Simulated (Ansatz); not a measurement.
## NaB (Fm-3m): from the cell to its phonons

Task: relax NaB (Fm-3m), then find its harmonic phonons.

Method: DFT PBEsol, scalar-relativistic, plane waves, PAW, in Ansatz 0.2.0.

## (1) The structure

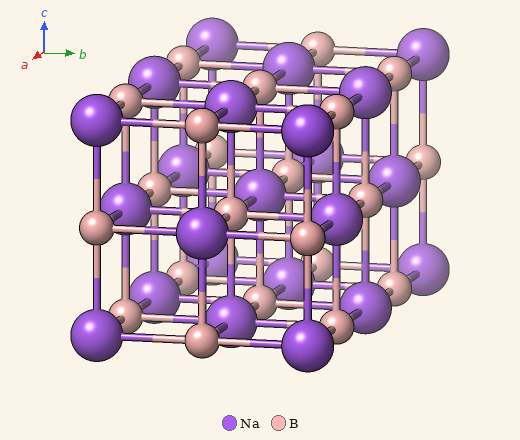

Start, viewed slightly off an axis; sodium purple, boron pink. 2×1×1 cells are drawn. This picture shows the conventional cell, with its axes. Some periodic images of atoms are drawn too.

## (2) Relaxation

Harmonic phonons are second derivatives at a point where the forces vanish, and they are wanted at zero stress, so atoms and cell are relaxed first.

The input, input.yaml:

```yaml
crystal:
  lattice:
    - [0.0, 2.683869, 2.683869]
    - [2.683869, 0.0, 2.683869]
    - [2.683869, 2.683869, 0.0]
  atoms:
    - { symbol: Na, position: [0.0, 0.0, 0.0] }
    - { symbol: B, position: [0.5, 0.5, 0.5] }
kpoints:
  mp_grid: { grid: [12, 12, 12] }
hamiltonian:
  xc: pbesol
scf:
  occupations: { method: gaussian, width: 0.1 }
output:
  forces: true
  stress: true
  eigenvalues: true
relax:
  adjacent_minimum: "off"
  f_tol: 0.005
  max_steps: 80
  cell: { stress_tol: 0.05 }
```

Command:

```bash
ansatz run input.yaml --threads 4 --pin off --max-ram 7168MiB --backend cpu --events-out ev --progress --plain --runs-dir out
```

Numbers of over 12 decimals in the logs are rounded to 6 here.

The log of the run:

```text
Engine: ansatz 0.2.0, x86_64-unknown-linux-gnu
Pseudopotentials: kind: paw
Pseudopotential: Na, paw, valence charge 9, recommended cutoff 420 eV (normal), Na.paw.azcp
Pseudopotential: B, paw, valence charge 3, recommended cutoff 420 eV (normal), B.paw.azcp
Functional definition: PBEsol
  exchange = pbesol_x
  correlation = pbesol_c
Crystal: 2 atoms, lattice volume = 38.665 Å³
Basis set: ecut = 420 eV, 749 PW (Γ), exchange–correlation on 54×54×54 points (8 copies of the dense FFT grid, shifted against one another)
Bands: 10, of which v1, the nominal top of the filled ones, is band 6 counted from 1 (5 counted from 0)
Symmetry: 48 space group operations
Space group: Fm-3m (ITA 225), of the structure as read, at distance tolerance 3.4e-5 Å
k-points: 72 of 1728
Non-local potential: Na, projectors of the file, l = 0: 3, l = 1: 2, l = 2: 1
Non-local potential: B, projectors of the file, l = 0: 2, l = 1: 2, l = 2: 1
PAW form: soft (Blöchl's): semilocal exchange-correlation on the pseudo side does not see the compensation charge
PAW frozen core: Na, regenerated for the run's functional, and the local potential with it (the file was generated under x = pbe(κ = 0.804, μ = 0.219515), c = pbe(β = 0.066725))
PAW frozen core: B, regenerated for the run's functional, and the local potential with it (the file was generated under x = pbe(κ = 0.804, μ = 0.219515), c = pbe(β = 0.066725))
PAW one-centre angular grid: Na, 110 points (default); XC on 64 Gauss nodes
PAW one-centre angular grid: B, 110 points (default); XC on 64 Gauss nodes
Initial density: superposition of atomic densities (neutral atoms: chi_scale 0, normalization atom), corrected by the library's trained network
Initial wavefunctions: pseudopotential atomic-orbital guess
Functional: x = pbesol(κ = 0.804, μ = 0.123457), c = pbesol(β = 0.046)
SCF iter   1: F=—  HF=-1624.678399 eV  |F-HF|=—  |Δ(HF+E_count)|=         —  Δρ=3.02e-3  dr2=2.25e-3  ethr=1.77e-3  ⟨swp⟩=5.2  Hψ=3966  notcnv=0
preconditioner: auto → none  [metal: Δε(μ)=0.057 eV  Ē_g=7.874 eV  σ=0.100 eV  W_gap=0.30  n_scr=8 (ndim 8)  ℏωp=11.9 eV  f_vac=0.000  D(μ)=1.06/eV (n_scr^D=8)  sad-step TF]
SCF iter   2: F=—  HF=-1624.676753 eV  |F-HF|=—  |Δ(HF+E_count)|=   1.65e-3  Δρ=9.53e-4  dr2=3.29e-4  ethr=1.87e-5  ⟨swp⟩=2.3  Hψ=1701  notcnv=0
SCF iter   3: F=—  HF=-1624.676631 eV  |F-HF|=—  |Δ(HF+E_count)|=   1.22e-4  Δρ=2.33e-4  dr2=1.79e-5  ethr=2.75e-6  ⟨swp⟩=2.0  Hψ=1104  notcnv=0
SCF iter   4: F=—  HF=-1624.676627 eV  |F-HF|=—  |Δ(HF+E_count)|=   4.51e-6  Δρ=1.52e-4  dr2=1.06e-5  ethr=1.49e-7  ⟨swp⟩=2.0  Hψ=1138  notcnv=0
SCF iter   5: F=—  HF=-1624.676622 eV  |F-HF|=—  |Δ(HF+E_count)|=   4.36e-6  Δρ=5.74e-5  dr2=1.41e-6  ethr=8.84e-8  ⟨swp⟩=1.8  Hψ=794  notcnv=0
SCF iter   6: F=-1624.676622 eV  HF=-1624.676622 eV  |F-HF|=4.82e-10  |Δ(HF+E_count)|=   7.03e-7  Δρ=1.83e-6  dr2=1.37e-9  ethr=8.33e-10  ⟨swp⟩=3.3  Hψ=2840  notcnv=0
SCF 1 converged in 6 iterations: F = -1624.676622 eV  dr2 = 1.37e-9
  greatest PAW one-centre occupation: 0.999 electrons in one spin orbital (limit 2), on the Na atom at site 0 (counted from 0), in its partial waves of l = 0
relax step   1: F+E_penalty+E_count = -1624.67662161 eV  Δ(F+E_penalty+E_count) = +0.000e0 eV  max|allowed force component| = 1.504e-30 eV/Å  Δτ_max = 0.0000 Å  P = -0.943 GPa  Ω = 38.665 Å³  (6 SCF iters, dr2 threshold 1.00e-7 eV, accepted)
Crystal: 2 atoms, lattice volume = 37.541 Å³
Basis set: ecut = 420 eV, 725 PW (Γ), exchange–correlation on 54×54×54 points (8 copies of the dense FFT grid, shifted against one another)
Initial density: handed on by an earlier stage of this run
Initial wavefunctions: those handed on with the density
iter 1 solved again at ethr=4.25e-7 eV; its pass at ethr=3.10e-3 eV (dr2=5.10e-5 eV) is discarded
SCF iter   1: F=—  HF=-1624.680797 eV  |F-HF|=—  |Δ(HF+E_count)|=         —  Δρ=3.27e-4  dr2=4.54e-5  ethr=4.25e-7  ⟨swp⟩=2.0  Hψ=5528  notcnv=0
preconditioner: auto → none  [metal: Δε(μ)=0.057 eV  Ē_g=7.989 eV  σ=0.100 eV  W_gap=0.30  n_scr=8 (ndim 8)  ℏωp=12.1 eV  f_vac=0.000  D(μ)=1.13/eV (n_scr^D=8)]
SCF iter   2: F=—  HF=-1624.680770 eV  |F-HF|=—  |Δ(HF+E_count)|=   2.69e-5  Δρ=1.06e-4  dr2=2.31e-6  ethr=3.78e-7  ⟨swp⟩=1.8  Hψ=836  notcnv=0
SCF iter   3: F=-1624.680768 eV  HF=-1624.680768 eV  |F-HF|=2.57e-8  |Δ(HF+E_count)|=   1.28e-6  Δρ=3.09e-5  dr2=1.07e-7  ethr=1.67e-9  ⟨swp⟩=5.8  Hψ=3509  notcnv=0
SCF 2 converged in 3 iterations: F = -1624.680768 eV  dr2 = 1.07e-7
relax step   2: F+E_penalty+E_count = -1624.68076839 eV  Δ(F+E_penalty+E_count) = -4.147e-3 eV  max|allowed force component| = 1.298e-30 eV/Å  Δτ_max = 0.0000 Å  P = -0.158 GPa  Ω = 37.541 Å³  energy of the carried Pulay correction = +2.189e-4 eV  (3 SCF iters, dr2 threshold 2.00e-7 eV, accepted)
Crystal: 2 atoms, lattice volume = 37.323 Å³
iter 1 solved again at ethr=2.72e-8 eV; its pass at ethr=3.10e-3 eV (dr2=3.27e-6 eV) is discarded
SCF iter   1: F=—  HF=-1624.680921 eV  |F-HF|=—  |Δ(HF+E_count)|=         —  Δρ=8.80e-5  dr2=2.36e-6  ethr=2.72e-8  ⟨swp⟩=2.0  Hψ=5157  notcnv=0
preconditioner: auto → none  [metal: Δε(μ)=0.057 eV  Ē_g=8.012 eV  σ=0.100 eV  W_gap=0.30  n_scr=8 (ndim 8)  ℏωp=12.2 eV  f_vac=0.000  D(μ)=1.15/eV (n_scr^D=8)]
SCF iter   2: F=—  HF=-1624.680913 eV  |F-HF|=—  |Δ(HF+E_count)|=   7.28e-6  Δρ=3.63e-5  dr2=2.00e-7  ethr=1.96e-8  ⟨swp⟩=1.8  Hψ=828  notcnv=0
SCF iter   3: F=-1624.680913 eV  HF=-1624.680913 eV  |F-HF|=1.37e-9  |Δ(HF+E_count)|=   7.44e-8  Δρ=9.61e-6  dr2=1.10e-8  ethr=5.18e-10  ⟨swp⟩=5.0  Hψ=3317  notcnv=0
SCF 3 converged in 3 iterations: F = -1624.680913 eV  dr2 = 1.10e-8
relax step   3: F+E_penalty+E_count = -1624.68091321 eV  Δ(F+E_penalty+E_count) = -1.448e-4 eV  max|allowed force component| = 7.889e-31 eV/Å  Δτ_max = 0.0000 Å  P = +0.009 GPa  Ω = 37.323 Å³  energy of the carried Pulay correction = +2.620e-4 eV  (3 SCF iters, dr2 threshold 6.22e-8 eV, accepted)
Initial wavefunctions: pseudopotential atomic-orbital guess (no wavefunctions were taken with the density)
iter 1 solved again at ethr=2.86e-7 eV; its pass at ethr=3.10e-3 eV (dr2=3.43e-5 eV) is discarded
SCF iter   1: F=—  HF=-1624.680695 eV  |F-HF|=—  |Δ(HF+E_count)|=         —  Δρ=2.11e-5  dr2=2.50e-8  ethr=2.86e-7  ⟨swp⟩=3.0  Hψ=5970  notcnv=0
eigensolver tolerance schedule: the retry pair's looser diagonalisation over-reported the residual by 1371.81 of it (diagonalisation noise at 0.14 of the residual, at the tolerance the schedule requests for it); recorded, not acted on — ethr = c·dr2/N_el stays at c = 1.0e-1
SCF iter   2: F=—  HF=-1624.680689 eV  |F-HF|=—  |Δ(HF+E_count)|=   6.76e-6  Δρ=1.04e-5  dr2=5.83e-9  ethr=2.08e-10  ⟨swp⟩=2.2  Hψ=1137  notcnv=0
SCF iter   3: F=—  HF=-1624.680689 eV  |F-HF|=—  |Δ(HF+E_count)|=   4.37e-8  Δρ=1.13e-6  dr2=9.07e-11  ethr=4.86e-11  ⟨swp⟩=2.3  Hψ=959  notcnv=0
SCF iter   4: F=-1624.680689 eV  HF=-1624.680689 eV  |F-HF|=1.36e-12  |Δ(HF+E_count)|=  5.06e-10  Δρ=7.59e-8  dr2=1.02e-12  ethr=1.00e-12  ⟨swp⟩=6.1  Hψ=3022  notcnv=0
SCF 4 converged in 4 iterations: F = -1624.680689 eV  dr2 = 1.02e-12
relax step   4: F+E_penalty+E_count = -1624.68068870 eV  Δ(F+E_penalty+E_count) = +2.245e-4 eV  max|allowed force component| = 5.875e-31 eV/Å  Δτ_max = 0.0000 Å  P = +0.002 GPa  Ω = 37.323 Å³  stress off target by 2.12e-3 GPa  SCF on the basis re-selected at this cell (its energy is not comparable with the rows above)  (4 SCF iters)
basis re-selected at this cell: Δ(F+E_penalty+E_count) = +2.245e-4 eV, ΔP = -0.007 GPa vs the last step (what re-selecting the basis moved, of the pressure what is left beyond the Pulay correction that the steps carried, after the strain that the cell walked since its last selection, with what the two solves' SCF thresholds leave and, on support functions, any second-order correction that the steps lacked; it is no m [...]
SCF converged after 4 iterations
Free energy (F): -1624.680689 eV
Harris-Foulkes:  -1624.680689 eV  (|F-HF|=1.36e-12)
Internal energy: -1624.674929 eV  (E = F + TS)
E sigma→0 (E₀):  -1624.677809 eV
Entropy (-TS):   -0.005760 eV (-2.880 meV/atom)
Fermi energy:    2.879162 eV
--- Per-component energies (eV) ---
  E_band       = -216.930242
  E_kinetic    = 155.891220
  E_local      = -1374.909768  (includes V_loc(G=0)·N_el)
  E_nonlocal   = 131.887304
  E_hartree    = 496.437863
  E_xc         = -65.644927
  E_vxc        = -81.598779  (∫ρ·V_xc dr)
  E_paw        = -328.508554  (= ΣΔE_a)
  E_vpaw       = -41.075885  (= ΣTr[D̂ρ^β])
  E_aug_tail   = -0.000041  (compensation charges beyond the density's cutoff)
  E_ewald      = -639.897430
  E_core_change = 0.069405  (= ΣΔE_core)
  E_smearing   = -0.005760  (= −TS)
  E_closure    = -0.000000  (closes the sum)
  Σ components = -1624.680689   (vs F -1624.680689, Δ=0.00e0)
--- Forces (eV/Å), atoms counted from 1 ---
  atom   1  Na    -0.00000000     0.00000000     0.00000000
  atom   2  B      0.00000000    -0.00000000    -0.00000000
  max |Σ_I F_I| component: 9.29e-31 eV/Å
--- Stress (GPa, compression-positive) ---
        0.002121       0.000000       0.000000
        0.000000       0.002121       0.000000
        0.000000       0.000000       0.002121
  P = ⅓ Tr σ = 0.0021 GPa (0.021 kbar)
--- Band table (eV; the first three rows and the last of 72) ---
  k-point 0: bands = ["-47.8939", "-19.9813", "-19.9813", "-19.9813", "-4.3871", "5.3619", "5.3619", "5.3619", "10.6505", "13.1471"]
  k-point 1: bands = ["-47.8938", "-19.9847", "-19.9817", "-19.9817", "-4.2993", "5.0282", "5.3102", "5.3102", "10.8378", "12.6327"]
  k-point 2: bands = ["-47.8934", "-19.9937", "-19.9826", "-19.9826", "-4.0415", "4.1930", "5.1761", "5.1761", "10.9915", "12.2933"]
  k-point 71: bands = ["-47.8910", "-20.0113", "-20.0113", "-19.9987", "-1.7163", "2.2905", "2.2905", "3.3625", "11.6554", "12.1297"]
--- Relaxed structure (3 steps of the walk, 3 accepted, 1 SCFs on fresh bases) ---
  F+E_penalty+E_count = -1624.68068870 eV   max|allowed force component| = 5.875e-31 eV/Å   (the final SCF, on the basis selected at the relaxed cell)
  cell:  # Å, volume = 37.3227 Å³
    - [0, 2.652453, 2.652453]
    - [2.652453, 0, 2.652453]
    - [2.652453, 2.652453, 0]
  atoms:
    - { symbol: Na, position: [0, 0, 0] }
    - { symbol: B, position: [0.5, 0.5, 0.5] }
```

Elapsed: 2.4 s, on 4 threads of Intel Xeon Platinum 8488C (Sapphire Rapids), shared host; peak memory 0.39 GiB.

Step by step:

```csv
step,energy less that of the first step (eV),largest force component (eV/Å),pressure (GPa),volume (Å³)
1,0.0000,0.0000,-0.94,38.66
2,-0.0041,0.0000,-0.16,37.54
3,-0.0043,0.0000,0.01,37.32
4*,-0.0041,0.0000,0.00,37.32
```

Relaxation steps marked * repeat the geometry before them on a plane-wave basis chosen anew for their cell, so energy and pressure can jump there.

Forces are held to the 48 operations that the run works with; a distortion that breaks them can't arise in this run.

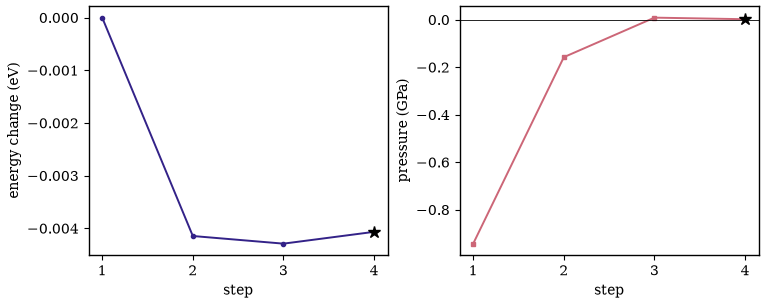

Energy and pressure along the relaxation. Stars mark steps on a basis chosen anew.

```csv
"conventional cell, symmetrised",before,after,change
a (Å),5.368,5.305,-1.2 %
b (Å),5.368,5.305,-1.2 %
c (Å),5.368,5.305,-1.2 %
volume (Å³/atom),19.33,18.66,-3.5 %
```

The relaxed structure:

```
Na B
1.0
     0.00000    2.65245    2.65245
     2.65245    0.00000    2.65245
     2.65245    2.65245    0.00000
Na B
1 1
Direct
  0.00000 0.00000 0.00000
  0.50000 0.50000 0.50000
```

Numbers from this step:

```yaml
pressure: 0.002121 GPa
volume_per_atom: 18.66 Å³
gap_on_the_k_mesh: 0 eV
```

In this step the volume went from 19.33 to 18.66 Å³/atom.

## (3) Relaxing to small forces for the phonons

Phonons need a cell at rest on their own settings, so the relaxation is repeated with tight tolerances on forces and stress on the k mesh and occupations of the first response run.

input.yaml, the sections that differ from step 2:

```yaml
crystal:
  lattice:
    - [0.0, 2.6524525913, 2.6524525913]
    - [2.6524525913, 0.0, 2.6524525913]
    - [2.6524525913, 2.6524525913, 0.0]
  atoms:
    - { symbol: Na, position: [0.0, 0.0, 0.0] }
    - { symbol: B, position: [0.5, 0.5, 0.5] }
scf:
  occupations: { method: methfessel_paxton, width: 0.15 }
relax:
  adjacent_minimum: "off"
  f_tol: 0.001
  max_steps: 60
  cell: { stress_tol: 0.01 }
# kpoints, hamiltonian, output: as in step 2
```

The log of the run:

```text
[...]
Crystal: 2 atoms, lattice volume = 37.323 Å³
Basis set: ecut = 420 eV, 725 PW (Γ), exchange–correlation on 54×54×54 points (8 copies of the dense FFT grid, shifted against one another)
Bands: 10, of which v1, the nominal top of the filled ones, is band 6 counted from 1 (5 counted from 0)
Symmetry: 48 space group operations
[...]
k-points: 72 of 1728
[...]
P = ⅓ Tr σ = -0.0044 GPa (-0.044 kbar)
--- Band table (eV; the first three rows and the last of 72) ---
[...]
--- Relaxed structure (1 steps of the walk, 1 accepted, 1 SCFs on fresh bases) ---
[...]
cell:  # Å, volume = 37.3227 Å³
    - [0.0, 2.6524525913, 2.6524525913]
    - [2.6524525913, 0.0, 2.6524525913]
    - [2.6524525913, 2.6524525913, 0.0]
  atoms:
    - { symbol: Na, position: [0.0, 0.0, 0.0] }
    - { symbol: B, position: [0.5, 0.5, 0.5] }
[key lines of the parts left out:]
SCF converged after 5 iterations
Free energy (F): -1624.678184 eV
Fermi energy:    2.880953 eV
```

It took 1.3 s on 4 threads; peak memory 0.39 GiB.

Little changed from the start: no atom moved by 0.005 Å and no cell edge by 0.1 %.

This step gave:

- pressure: -0.004366 GPa

The forces vanish by symmetry and the pressure is -0.004 GPa, within the tolerances set. The cell now holds 18.66 Å³/atom.

## (4) Modes at Γ

The zone centre comes first: it holds the modes that light can see, as far as symmetry allows. No field response is asked, since the mesh shows no gap.

Edit input.yaml of step 3 so:

```diff
@@ -15,9 +15,4 @@
 output:
-  forces: true
-  stress: true
   eigenvalues: true
-relax:
-  adjacent_minimum: "off"
-  f_tol: 0.001
-  max_steps: 60
-  cell: { stress_tol: 0.01 }
+phonons:
+  method: dfpt
```

The log of the run:

```text
[...]
Crystal: 2 atoms, lattice volume = 37.323 Å³
Basis set: ecut = 420 eV, 725 PW (Γ), exchange–correlation on 54×54×54 points (8 copies of the dense FFT grid, shifted against one another)
Bands: 10, of which v1, the nominal top of the filled ones, is band 6 counted from 1 (5 counted from 0)
Symmetry: 48 space group operations
k-points: 163 of 1728 (irreducible under 8 space group operations, time reversal used)
[...]
SCF iter   1: F=—  HF=-1624.680076 eV  |F-HF|=—  |Δ(HF+E_count)|=         —  Δρ=3.16e-3  dr2=2.50e-3  ethr=1.77e-3  ⟨swp⟩=4.9  Hψ=8901  notcnv=0
[...]
SCF iter   8: F=-1624.678184 eV  HF=-1624.678184 eV  |F-HF|=2.50e-12  |Δ(HF+E_count)|=  8.59e-11  S|Δr|=    0.00e0  Δρ=9.71e-8  dr2=3.70e-12  ethr=1.00e-12  ⟨swp⟩=4.0  Hψ=6696  notcnv=0
SCF 1 converged in 8 iterations: F = -1624.678184 eV  dr2 = 3.70e-12
[...]
DFPT response loops at Γ: preconditioner auto → Kerker (q_TF=auto, 2.258 Å⁻¹) (partly filled bands, converged f_vac=0.000); β = 1.00, the filter's whole step (`scf.mixing.beta` (0.50) is not read by the response loops under this deck's `scf.mixing.preconditioner`; to damp them name `kerker` or `kerker_dos`, under which they read `scf.mixing.beta`, and type it under 1.00, their step now; both keys bind the ground state too); Broyden in place of MSR1
SCF converged after 8 iterations
[...]
Free energy (F): -1624.678184 eV
[...]
Internal energy: -1624.677152 eV  (E = F + TS)
E sigma→0 (E₀):  -1624.677926 eV
Entropy (-TS):   -0.001033 eV (-0.516 meV/atom)
Fermi energy:    2.880952 eV
[...]
--- Band table (eV; the first three rows and the last of 163) ---
[...]
--- Phonons (Γ-DFPT): 2 representative perturbations + reference, on 163 of 1728 k-points (Σ response iterations 6) ---
  k mesh reduced under 8 symmetry operations, with k and −k counted as one. Each operation leaves every solved perturbation unchanged. A smaller set is not used because it would not reduce the number of displacements times k-points to solve
  ASR residual: 9.689e-5 → 0.000e0 eV/Å²; symmetrization residual: 2.210e-6 eV/Å²
  ASR residual per site (eV/Å²): 9.69e-5 4.90e-5
  Γ frequencies (cm⁻¹): 0.00 0.00 0.00 305.82 305.82 305.82
  non-analytic LO–TO correction: not included (Born effective charges unavailable; polar crystals: no LO–TO splitting at Γ)
```

Elapsed: 4.6 s, on 4 threads; peak memory 0.52 GiB.

Numbers from this step:

```yaml
sum_rule_residual_before_enforcement: 9.69e-5 eV/Å²
point_group: m-3m
highest_optical_mode_at_the_zone_centre_no_lo_to_term: 305.8 cm⁻¹
lowest_optical_zone_centre_mode: 305.8 cm⁻¹
```

Patterns of degenerate modes are one choice out of their space. The modes at Γ (shares of kinetic energy by element, %):

```csv
mode,frequency (cm⁻¹),symmetry,Na %,B %
1,0.0,acoustic,68,32
2,0.0,acoustic,68,32
3,0.0,acoustic,68,32
4,305.8,T1u,32,68
5,305.8,T1u,32,68
6,305.8,T1u,32,68
```

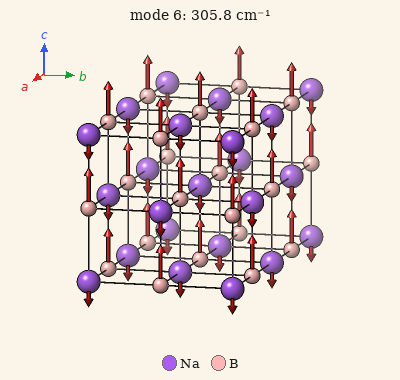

Displacement patterns of mode 6 at Γ; arrows are exaggerated. 2×1×1 conventional cells are drawn. Some periodic images of atoms are drawn too.

Before it was imposed, the acoustic sum rule was missed by 9.7e-5 eV/Å². Small misses are needed for a sound result but don't prove that mesh and cutoff are converged. The lowest optical mode is real, 306 cm⁻¹.

(Continued in part 2 of 2.)

[Logs are printed without paths, hosts, clocks, repeated set-up lines and the standing remarks that a program may print on its own settings, such as how far it seeks lower states.]

[Hosts, paths, dates, database ids (printed as entryN), source tags and the programs' standing remarks are cut or masked in the printed files.]
